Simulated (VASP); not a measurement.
Shape and ions are relaxed at each volume.

Energy against volume of MgB2 (AlB2 type). Computed with optB88-vdW, VASP's PBE PAW potentials (set 64) (plane waves; VASP).

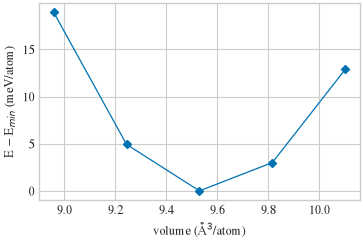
Figure: Energy against volume

**Question.** Estimate the equilibrium volume and the bulk modulus.

**Answer.** The minimum lies near 9.6 Å³/atom, and the curvature gives B0 of about 150 GPa.

The compound is MgB2 in the AlB2 type structure. It was relaxed first.
